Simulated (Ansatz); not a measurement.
# Nickel, diamond under PBEsol: ground state and equation of state, part 2 of 2

The plan for nickel in the diamond structure: relax it, solve it on a dense k-mesh, then scale the cell to 7 volumes from 88 to 112 % of the relaxed one and try a fit of the equation of state. The start is ferromagnetic. The k-meshes are 11×11×11 for the relaxation; 18×18×18 for the dense run; 12×12×12 for the volumes.

Ansatz 0.2.0; DFT, PBEsol, plane waves (420 eV) with PAW, scalar-relativistic. The steps go on from the part before.

### 4 The cell scaled to 88 % of its volume

This is Ni in the diamond structure; at room conditions it is fcc.

Contents of input.yaml:

```yaml
crystal:
  lattice:
    - [0.0, 2.399079328, 2.399079328]
    - [2.399079328, 0.0, 2.399079328]
    - [2.399079328, 2.399079328, 0.0]
  atoms:
    - { symbol: Ni, position: [0.125, 0.125, 0.125], spin: 0.83 }
    - { symbol: Ni, position: [0.875, 0.875, 0.875], spin: 0.83 }
hamiltonian:
  xc: pbesol
  pseudopotentials:
    kind: paw
    azcp:
      Ni: "pseudopotentials/Ni.paw.azcp"
basis:
  ecutwfc: 420
  fft_grid_basis: typed
kpoints:
  mp_grid: { grid: [12, 12, 12], shift: [0, 0, 0] }
magnetization:
  spin_polarized: true
scf:
  occupations: { method: fermi_dirac, width: 0.05 }
  lower_state_search: "off"
output:
  stress: true
  write_density: true
  write_potential: true
  elf: true
  volumetric_format: npy
```

The program printed, cut to the lines that bear on the results:

```text
Warning: <dir> the record states the generating functional pbe (its physics header spells it `PBE`), which answers neither for hamiltonian.xc's functional nor for the pbesol family's — results may be inconsistent (PPs are generated against a specific XC)
Warning: RAYON_NUM_THREADS=2 ignored (pool sized by the plan → 2); use --threads N
[...]
Pseudopotentials: kind: paw
Pseudopotential: Ni, paw, valence charge 18, recommended cutoff 420 eV (normal), <dir>
Functional definition: PBEsol
[...]
Crystal: 2 atoms, lattice volume = 27.616 Å³
Basis set: ecut = 420 eV, 537 PW (Γ)
Bands: 23, of which v1, the nominal top of the filled ones, is band 18 counted from 1 (17 counted from 0)
Symmetry: 48 space group operations
Space group: Fd-3m (ITA 227), of the structure as read, at distance tolerance 3.0e-5 Å
Magnetic group: BNS 227.128 (UNI 1630), of the structure as read, at distance tolerance 3.0e-5 Å
k-points: 72 of 1728
[...]
Starting moments: Σ|m| = 1.66 μB on 2 of 2 sites
[...]
spin-set hold released at iteration 6 (site moments contracting): the magnetisation degrees of freedom join the quasi-Newton model from the next iteration; the mixer history was flushed
[...]
SCF iter  13: F=-11607.060436 eV  HF=-11607.060436 eV  |F-HF|=5.15e-10  |Δ(HF+E_count)|=   3.19e-8  Δρ=2.85e-6 (↑1.05e-6 ↓2.85e-6)  dr2=2.30e-9  dr2_m=3.63e-10  M=1.557 μB ∫|m|=1.708 μB  ethr=2.78e-10  ⟨swp⟩=9.1  Hψ=22186  notcnv=0
[...]
SCF converged after 13 iterations
Magnetization: 1.5570 μB (18.7785 up, 17.2215 down)
Absolute magnetization: 1.7093 μB (∫|ρ↑−ρ↓|, with the PAW one-centre terms)
Spin contamination: 0.0147 ħ² per cell (⟨S²⟩ above its minimum at these occupations)
Per-site moments (μB) at R_I (Å): [(0.8043589115880778, 0.8570362530436159), (0.8043589115880777, 0.8570362530436159)]
Free energy (F): -11607.060436 eV
[...]
E sigma→0 (E₀):  -11607.049055 eV
Entropy (-TS):   -0.022763 eV (-11.382 meV/atom)
Fermi energy:    13.356844 eV
[...]
--- Stress (GPa, compression-positive) ---
       18.679281       0.000000       0.000000
        0.000000      18.679281       0.000000
       -0.000000      -0.000000      18.679281
  P = ⅓ Tr σ = 18.6793 GPa (186.793 kbar)
--- Band table (eV; the first three rows and the last of 144) ---
[... band rows left out ...]
[...]
```

It took 3.2 s on 2 threads of an Arm CPU, shared host; peak memory 0.32 GiB.

### 5 The cell scaled to 92 % of its volume

input.yaml, as its differences from that of step 4:

```diff
@@ -2,5 +2,5 @@
   lattice:
-    - [0.0, 2.399079328, 2.399079328]
-    - [2.399079328, 0.0, 2.399079328]
-    - [2.399079328, 2.399079328, 0.0]
+    - [0.0, 2.434891762, 2.434891762]
+    - [2.434891762, 0.0, 2.434891762]
+    - [2.434891762, 2.434891762, 0.0]
   atoms:
@@ -26,5 +26 @@
   stress: true
-  write_density: true
-  write_potential: true
-  elf: true
-  volumetric_format: npy
```

The program printed, cut to the lines that bear on the results:

```text
Warning: <dir> the record states the generating functional pbe (its physics header spells it `PBE`), which answers neither for hamiltonian.xc's functional nor for the pbesol family's — results may be inconsistent (PPs are generated against a specific XC)
Warning: RAYON_NUM_THREADS=2 ignored (pool sized by the plan → 2); use --threads N
[...]
[... 3 set-up lines as earlier in the session ...]
[...]
Crystal: 2 atoms, lattice volume = 28.871 Å³
Basis set: ecut = 420 eV, 537 PW (Γ)
Bands: 23, of which v1, the nominal top of the filled ones, is band 18 counted from 1 (17 counted from 0)
[... 2 set-up lines as earlier in the session ...]
Magnetic group: BNS 227.128 (UNI 1630), of the structure as read, at distance tolerance 3.1e-5 Å
k-points: 72 of 1728
[...]
Starting moments: Σ|m| = 1.66 μB on 2 of 2 sites
[...]
spin-set hold released at iteration 6 (site moments contracting): the magnetisation degrees of freedom join the quasi-Newton model from the next iteration; the mixer history was flushed
[...]
SCF iter  13: F=-11607.175394 eV  HF=-11607.175394 eV  |F-HF|=4.80e-10  |Δ(HF+E_count)|=   1.27e-8  Δρ=1.52e-6 (↑1.17e-6 ↓1.52e-6)  dr2=1.37e-9  dr2_m=7.78e-11  M=1.569 μB ∫|m|=1.729 μB  ethr=9.55e-11  ⟨swp⟩=2.2  Hψ=11616  notcnv=0
[...]
SCF converged after 13 iterations
Magnetization: 1.5687 μB (18.7843 up, 17.2157 down)
Absolute magnetization: 1.7305 μB (∫|ρ↑−ρ↓|, with the PAW one-centre terms)
Spin contamination: 0.0162 ħ² per cell (⟨S²⟩ above its minimum at these occupations)
Per-site moments (μB) at R_I (Å): [(0.8133723764809333, 0.8698297250599493), (0.8133723764809329, 0.8698297250599493)]
Free energy (F): -11607.175394 eV
[...]
E sigma→0 (E₀):  -11607.163233 eV
Entropy (-TS):   -0.024322 eV (-12.161 meV/atom)
Fermi energy:    12.548336 eV
[...]
--- Stress (GPa, compression-positive) ---
       10.973393       0.000000       0.000000
        0.000000      10.973393      -0.000000
        0.000000      -0.000000      10.973393
  P = ⅓ Tr σ = 10.9734 GPa (109.734 kbar)
```

Wall time 2.8 s (2 threads of an Arm CPU, shared host); peak memory 0.32 GiB.

### 6 The cell scaled to 96 % of its volume

input.yaml, as its differences from that of step 5:

```diff
@@ -2,5 +2,5 @@
   lattice:
-    - [0.0, 2.434891762, 2.434891762]
-    - [2.434891762, 0.0, 2.434891762]
-    - [2.434891762, 2.434891762, 0.0]
+    - [0.0, 2.4696806302, 2.4696806302]
+    - [2.4696806302, 0.0, 2.4696806302]
+    - [2.4696806302, 2.4696806302, 0.0]
   atoms:
```

The program printed, cut to the lines that bear on the results:

```text
Warning: <dir> the record states the generating functional pbe (its physics header spells it `PBE`), which answers neither for hamiltonian.xc's functional nor for the pbesol family's — results may be inconsistent (PPs are generated against a specific XC)
Warning: RAYON_NUM_THREADS=2 ignored (pool sized by the plan → 2); use --threads N
[...]
[... 3 set-up lines as earlier in the session ...]
[...]
Crystal: 2 atoms, lattice volume = 30.127 Å³
Basis set: ecut = 420 eV, 609 PW (Γ)
Bands: 23, of which v1, the nominal top of the filled ones, is band 18 counted from 1 (17 counted from 0)
[... 2 set-up lines as earlier in the session ...]
Magnetic group: BNS 227.128 (UNI 1630), of the structure as read, at distance tolerance 3.1e-5 Å
k-points: 72 of 1728
[...]
Starting moments: Σ|m| = 1.66 μB on 2 of 2 sites
[...]
spin-set hold released at iteration 6 (site moments contracting): the magnetisation degrees of freedom join the quasi-Newton model from the next iteration; the mixer history was flushed
[...]
SCF iter  13: F=-11607.236508 eV  HF=-11607.236508 eV  |F-HF|=1.73e-10  |Δ(HF+E_count)|=   3.65e-8  Δρ=2.35e-6 (↑1.83e-6 ↓2.35e-6)  dr2=4.76e-9  dr2_m=9.97e-11  M=1.578 μB ∫|m|=1.748 μB  ethr=1.17e-10  ⟨swp⟩=2.3  Hψ=10360  notcnv=0
[...]
SCF converged after 13 iterations
Magnetization: 1.5780 μB (18.7890 up, 17.2110 down)
Absolute magnetization: 1.7493 μB (∫|ρ↑−ρ↓|, with the PAW one-centre terms)
Spin contamination: 0.0176 ħ² per cell (⟨S²⟩ above its minimum at these occupations)
Per-site moments (μB) at R_I (Å): [(0.8211360843462626, 0.8822575430573689), (0.8211360843462624, 0.8822575430573689)]
Free energy (F): -11607.236508 eV
[...]
E sigma→0 (E₀):  -11607.223578 eV
Entropy (-TS):   -0.025861 eV (-12.931 meV/atom)
Fermi energy:    11.809618 eV
[...]
--- Stress (GPa, compression-positive) ---
        4.868161       0.000000      -0.000000
        0.000000       4.868161       0.000000
        0.000000       0.000000       4.868161
  P = ⅓ Tr σ = 4.8682 GPa (48.682 kbar)
```

Wall time 2.9 s (2 threads of an Arm CPU, shared host); peak memory 0.32 GiB.

### 7 The cell scaled to 100 % of its volume

input.yaml, as its differences from that of step 6:

```diff
@@ -2,5 +2,5 @@
   lattice:
-    - [0.0, 2.4696806302, 2.4696806302]
-    - [2.4696806302, 0.0, 2.4696806302]
-    - [2.4696806302, 2.4696806302, 0.0]
+    - [0.0, 2.5035160762, 2.5035160762]
+    - [2.5035160762, 0.0, 2.5035160762]
+    - [2.5035160762, 2.5035160762, 0.0]
   atoms:
@@ -26 +26,5 @@
   stress: true
+  write_density: true
+  write_potential: true
+  elf: true
+  volumetric_format: npy
```

The program printed, cut to the lines that bear on the results:

```text
Warning: <dir> the record states the generating functional pbe (its physics header spells it `PBE`), which answers neither for hamiltonian.xc's functional nor for the pbesol family's — results may be inconsistent (PPs are generated against a specific XC)
Warning: RAYON_NUM_THREADS=2 ignored (pool sized by the plan → 2); use --threads N
[...]
[... 3 set-up lines as earlier in the session ...]
[...]
Crystal: 2 atoms, lattice volume = 31.382 Å³
Basis set: ecut = 420 eV, 609 PW (Γ)
Bands: 23, of which v1, the nominal top of the filled ones, is band 18 counted from 1 (17 counted from 0)
[... 2 set-up lines as earlier in the session ...]
Magnetic group: BNS 227.128 (UNI 1630), of the structure as read, at distance tolerance 3.2e-5 Å
k-points: 72 of 1728
[...]
Starting moments: Σ|m| = 1.66 μB on 2 of 2 sites
[...]
spin-set hold released at iteration 6 (site moments contracting): the magnetisation degrees of freedom join the quasi-Newton model from the next iteration; the mixer history was flushed
[...]
SCF iter  13: F=-11607.254922 eV  HF=-11607.254922 eV  |F-HF|=5.59e-9  |Δ(HF+E_count)|=   5.27e-8  Δρ=4.29e-6 (↑3.09e-6 ↓4.29e-6)  dr2=1.57e-8  dr2_m=2.76e-10  M=1.586 μB ∫|m|=1.765 μB  ethr=2.78e-10  ⟨swp⟩=8.1  Hψ=20610  notcnv=0
[...]
SCF converged after 13 iterations
Magnetization: 1.5857 μB (18.7928 up, 17.2072 down)
Absolute magnetization: 1.7666 μB (∫|ρ↑−ρ↓|, with the PAW one-centre terms)
Spin contamination: 0.0191 ħ² per cell (⟨S²⟩ above its minimum at these occupations)
Per-site moments (μB) at R_I (Å): [(0.8279183691167404, 0.8943447648184244), (0.8279183691167403, 0.8943447648184244)]
Free energy (F): -11607.254922 eV
[...]
E sigma→0 (E₀):  -11607.241219 eV
Entropy (-TS):   -0.027406 eV (-13.703 meV/atom)
Fermi energy:    11.132215 eV
[...]
--- Stress (GPa, compression-positive) ---
        0.024452       0.000000      -0.000000
       -0.000000       0.024452       0.000000
       -0.000000       0.000000       0.024452
  P = ⅓ Tr σ = 0.0245 GPa (0.245 kbar)
--- Band table (eV; the first three rows and the last of 144) ---
[... band rows left out ...]
[...]
```

Run time: 3.4 s. Hardware: 2 threads of an Arm CPU, shared host; peak memory 0.33 GiB.

### 8 The cell scaled to 104 % of its volume

input.yaml, as its differences from that of step 7:

```diff
@@ -2,5 +2,5 @@
   lattice:
-    - [0.0, 2.5035160762, 2.5035160762]
-    - [2.5035160762, 0.0, 2.5035160762]
-    - [2.5035160762, 2.5035160762, 0.0]
+    - [0.0, 2.5364608552, 2.5364608552]
+    - [2.5364608552, 0.0, 2.5364608552]
+    - [2.5364608552, 2.5364608552, 0.0]
   atoms:
@@ -26,5 +26 @@
   stress: true
-  write_density: true
-  write_potential: true
-  elf: true
-  volumetric_format: npy
```

The program printed, cut to the lines that bear on the results:

```text
Warning: <dir> the record states the generating functional pbe (its physics header spells it `PBE`), which answers neither for hamiltonian.xc's functional nor for the pbesol family's — results may be inconsistent (PPs are generated against a specific XC)
Warning: RAYON_NUM_THREADS=2 ignored (pool sized by the plan → 2); use --threads N
[...]
[... 3 set-up lines as earlier in the session ...]
[...]
Crystal: 2 atoms, lattice volume = 32.637 Å³
Basis set: ecut = 420 eV, 609 PW (Γ)
Bands: 23, of which v1, the nominal top of the filled ones, is band 18 counted from 1 (17 counted from 0)
[... 2 set-up lines as earlier in the session ...]
Magnetic group: BNS 227.128 (UNI 1630), of the structure as read, at distance tolerance 3.2e-5 Å
k-points: 72 of 1728
[...]
Starting moments: Σ|m| = 1.66 μB on 2 of 2 sites
[...]
spin-set hold released at iteration 6 (site moments contracting): the magnetisation degrees of freedom join the quasi-Newton model from the next iteration; the mixer history was flushed
[...]
SCF iter  13: F=-11607.239470 eV  HF=-11607.239470 eV  |F-HF|=1.17e-8  |Δ(HF+E_count)|=   4.82e-8  Δρ=5.51e-6 (↑4.18e-6 ↓5.51e-6)  dr2=2.98e-8  dr2_m=3.62e-10  M=1.593 μB ∫|m|=1.782 μB  ethr=2.78e-10  ⟨swp⟩=3.9  Hψ=10888  notcnv=0
[...]
SCF converged after 13 iterations
Magnetization: 1.5928 μB (18.7964 up, 17.2036 down)
Absolute magnetization: 1.7829 μB (∫|ρ↑−ρ↓|, with the PAW one-centre terms)
Spin contamination: 0.0206 ħ² per cell (⟨S²⟩ above its minimum at these occupations)
Per-site moments (μB) at R_I (Å): [(0.8342117477988258, 0.9061138087270512), (0.8342117477988258, 0.9061138087270512)]
Free energy (F): -11607.239470 eV
[...]
E sigma→0 (E₀):  -11607.224991 eV
Entropy (-TS):   -0.028958 eV (-14.479 meV/atom)
Fermi energy:    10.508796 eV
[...]
--- Stress (GPa, compression-positive) ---
       -3.819226      -0.000000      -0.000000
       -0.000000      -3.819226      -0.000000
       -0.000000      -0.000000      -3.819226
  P = ⅓ Tr σ = -3.8192 GPa (-38.192 kbar)
```

Wall time 2.7 s (2 threads of an Arm CPU, shared host); peak memory 0.33 GiB.

### 9 The cell scaled to 108 % of its volume

input.yaml, as its differences from that of step 8:

```diff
@@ -2,5 +2,5 @@
   lattice:
-    - [0.0, 2.5364608552, 2.5364608552]
-    - [2.5364608552, 0.0, 2.5364608552]
-    - [2.5364608552, 2.5364608552, 0.0]
+    - [0.0, 2.5685713635, 2.5685713635]
+    - [2.5685713635, 0.0, 2.5685713635]
+    - [2.5685713635, 2.5685713635, 0.0]
   atoms:
```

The program printed, cut to the lines that bear on the results:

```text
Warning: <dir> the record states the generating functional pbe (its physics header spells it `PBE`), which answers neither for hamiltonian.xc's functional nor for the pbesol family's — results may be inconsistent (PPs are generated against a specific XC)
Warning: RAYON_NUM_THREADS=2 ignored (pool sized by the plan → 2); use --threads N
[...]
[... 3 set-up lines as earlier in the session ...]
[...]
Crystal: 2 atoms, lattice volume = 33.893 Å³
Basis set: ecut = 420 eV, 645 PW (Γ)
Bands: 23, of which v1, the nominal top of the filled ones, is band 18 counted from 1 (17 counted from 0)
[... 2 set-up lines as earlier in the session ...]
Magnetic group: BNS 227.128 (UNI 1630), of the structure as read, at distance tolerance 3.2e-5 Å
k-points: 72 of 1728
[...]
Starting moments: Σ|m| = 1.66 μB on 2 of 2 sites
[...]
spin-set hold released at iteration 6 (site moments contracting): the magnetisation degrees of freedom join the quasi-Newton model from the next iteration; the mixer history was flushed
[...]
SCF iter  13: F=-11607.197145 eV  HF=-11607.197145 eV  |F-HF|=2.48e-8  |Δ(HF+E_count)|=   1.47e-7  Δρ=9.15e-6 (↑6.13e-6 ↓9.15e-6)  dr2=6.53e-8  dr2_m=1.34e-9  M=1.600 μB ∫|m|=1.799 μB  ethr=2.78e-10  ⟨swp⟩=2.9  Hψ=11950  notcnv=0
[...]
SCF converged after 13 iterations
Magnetization: 1.6004 μB (18.8002 up, 17.1998 down)
Absolute magnetization: 1.8005 μB (∫|ρ↑−ρ↓|, with the PAW one-centre terms)
Spin contamination: 0.0221 ħ² per cell (⟨S²⟩ above its minimum at these occupations)
Per-site moments (μB) at R_I (Å): [(0.8404144040500623, 0.9175848215424963), (0.8404144040500618, 0.9175848215424963)]
Free energy (F): -11607.197145 eV
[...]
E sigma→0 (E₀):  -11607.181885 eV
Entropy (-TS):   -0.030520 eV (-15.260 meV/atom)
Fermi energy:    9.933135 eV
[...]
--- Stress (GPa, compression-positive) ---
       -6.861308       0.000000      -0.000000
       -0.000000      -6.861308       0.000000
       -0.000000       0.000000      -6.861308
  P = ⅓ Tr σ = -6.8613 GPa (-68.613 kbar)
```

Wall time 3.5 s (2 threads of an Arm CPU, shared host); peak memory 0.33 GiB.

### 10 The cell scaled to 112 % of its volume

input.yaml, as its differences from that of step 9:

```diff
@@ -2,5 +2,5 @@
   lattice:
-    - [0.0, 2.5685713635, 2.5685713635]
-    - [2.5685713635, 0.0, 2.5685713635]
-    - [2.5685713635, 2.5685713635, 0.0]
+    - [0.0, 2.5998984919, 2.5998984919]
+    - [2.5998984919, 0.0, 2.5998984919]
+    - [2.5998984919, 2.5998984919, 0.0]
   atoms:
@@ -26 +26,5 @@
   stress: true
+  write_density: true
+  write_potential: true
+  elf: true
+  volumetric_format: npy
```

The program printed, cut to the lines that bear on the results:

```text
Warning: <dir> the record states the generating functional pbe (its physics header spells it `PBE`), which answers neither for hamiltonian.xc's functional nor for the pbesol family's — results may be inconsistent (PPs are generated against a specific XC)
Warning: RAYON_NUM_THREADS=2 ignored (pool sized by the plan → 2); use --threads N
[...]
[... 3 set-up lines as earlier in the session ...]
[...]
Crystal: 2 atoms, lattice volume = 35.148 Å³
Basis set: ecut = 420 eV, 701 PW (Γ)
Bands: 23, of which v1, the nominal top of the filled ones, is band 18 counted from 1 (17 counted from 0)
[... 1 set-up line as earlier in the session ...]
Space group: Fd-3m (ITA 227), of the structure as read, at distance tolerance 3.3e-5 Å
Magnetic group: BNS 227.128 (UNI 1630), of the structure as read, at distance tolerance 3.3e-5 Å
k-points: 72 of 1728
[...]
Starting moments: Σ|m| = 1.66 μB on 2 of 2 sites
[...]
the search or the solves at the SCF's close seem to have found levels that the self-consistency loop had missed (the run counts 1). By its estimate they hold under 1e-12 electrons; where the run keeps them, the occupations were computed again with them
[...]
SCF converged after 13 iterations
Magnetization: 1.6088 μB (18.8044 up, 17.1956 down)
Absolute magnetization: 1.8165 μB (∫|ρ↑−ρ↓|, with the PAW one-centre terms)
Spin contamination: 0.0237 ħ² per cell (⟨S²⟩ above its minimum at these occupations)
Per-site moments (μB) at R_I (Å): [(0.8467916344676543, 0.9287759832640782), (0.8467916344676547, 0.9287759832640782)]
Free energy (F): -11607.133591 eV
[...]
E sigma→0 (E₀):  -11607.117538 eV
Entropy (-TS):   -0.032107 eV (-16.053 meV/atom)
Fermi energy:    9.400044 eV
[...]
--- Stress (GPa, compression-positive) ---
       -9.260916       0.000000      -0.000000
       -0.000000      -9.260916       0.000000
        0.000000      -0.000000      -9.260916
  P = ⅓ Tr σ = -9.2609 GPa (-92.609 kbar)
--- Band table (eV; the first three rows and the last of 144) ---
[... band rows left out ...]
[...]
```

Run time: 4.5 s. Hardware: 2 threads of an Arm CPU, shared host; peak memory 0.34 GiB.

### 11 Energy and pressure against volume

The cell was scaled evenly, with its shape and the fractional positions fixed.

| V (Å³/atom) | E − E₀ (meV/atom) | P from the stress (GPa) | P from the fit (GPa) | largest moment (μB) |
| --- | --- | --- | --- | --- |
| 13.808 | 96.1 | 18.68 | 18.59 | 0.80 |
| 14.436 | 39.0 | 10.97 | 10.87 | 0.81 |
| 15.063 | 8.8 | 4.87 | 4.76 | 0.82 |
| 15.691 | 0.0 | 0.02 | -0.08 | 0.83 |
| 16.319 | 8.1 | -3.82 | -3.92 | 0.83 |
| 16.946 | 29.7 | -6.86 | -6.96 | 0.84 |
| 17.574 | 61.8 | -9.26 | -9.38 | 0.85 |

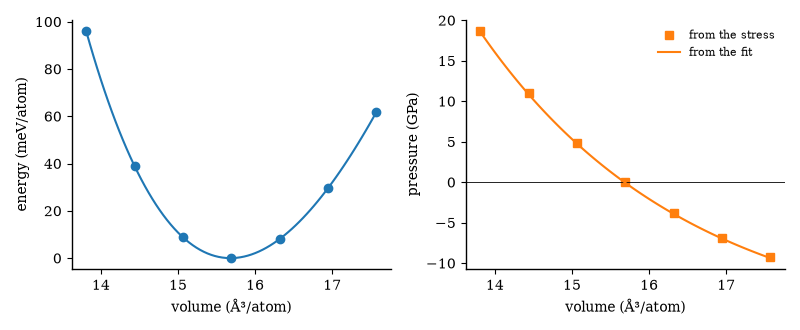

Energy and pressure against volume; the lines are the Birch-Murnaghan fit.

Fit (Birch-Murnaghan, third order): V₀ = 15.680 Å³/atom, B₀ = 108 GPa, B₀′ = 4.8, largest residual 0.01 meV/atom.

The fit is made to E(σ → 0), while the stress belongs to the free energy F; that is one source of the offset between the two pressures.

### 12 Results

The summary covers parts 1 to 2.

```
                      quantity                                  value
space group (spins left aside)                        Fd-3m (No. 227)
             conventional cell                            a = 5.007 Å
                        volume                         15.691 Å³/atom
             shortest distance                                2.168 Å
               gap on the mesh           none (levels filled in part)
                magnetic state  ferromagnetic, up to 0.83 μB per atom
relative to fcc, ferromagnetic                         +1352 meV/atom
                   V₀, B₀, B₀′           15.680 Å³/atom, 108 GPa, 4.8
```

In words: From the guessed start the volume grew by 6.2 % in 5 steps. Against the reference form of nickel (fcc, ferromagnetic, computed apart with the same settings) it stands 1352 meV/atom higher, so it is far from stable. It ends ferromagnetic, with up to 0.83 μB per atom. No gap shows: it is a metal or semimetal at this level. The fitted modulus is 108 GPa. The symmetry was held, so the structure may be unstable against distortions that break it.
